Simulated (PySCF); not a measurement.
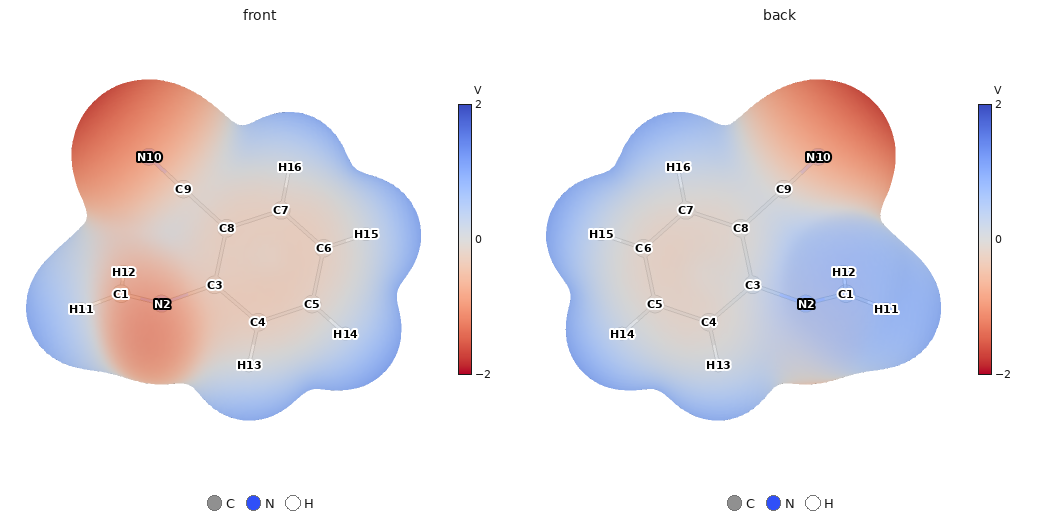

Figure 1: C$_{8}$H$_{6}$N$_{2}$. The molecular electrostatic potential painted on the density surface at 0.001 e/bohr³, seen from the front and from behind; red is negative and blue positive.

Geometry: GFN2-xTB.

Theory: PBE0/pcSseg-1, SCF density, gas phase, non-relativistic in PySCF.

```csv
atom,x (Å),y (Å),z (Å)
C,-2.7260,-0.2380,-0.4176
N,-1.7798,-0.8164,0.1658
C,-0.4487,-0.4936,0.0517
C,0.4764,-1.5064,-0.2057
C,1.8278,-1.2310,-0.2350
C,2.2937,0.0528,0.0227
C,1.3992,1.0649,0.3026
C,0.0277,0.8076,0.3083
C,-0.8744,1.8545,0.5938
N,-1.5960,2.7178,0.8198
H,-3.7339,-0.5496,-0.1834
H,-2.6071,0.5475,-1.1675
H,0.1074,-2.5022,-0.3969
H,2.5286,-2.0234,-0.4509
H,3.3531,0.2579,0.0116
H,1.7443,2.0665,0.5142
```

> Which sites attract a positive test charge, and which a negative one?

A positive charge is drawn to the negative regions and a negative charge to the positive ones. The most negative region (about −1.6 V) lies over N10, the most positive (about +1.0 V) over H14 and H15. N10 is the likeliest acceptor of a hydrogen bond.
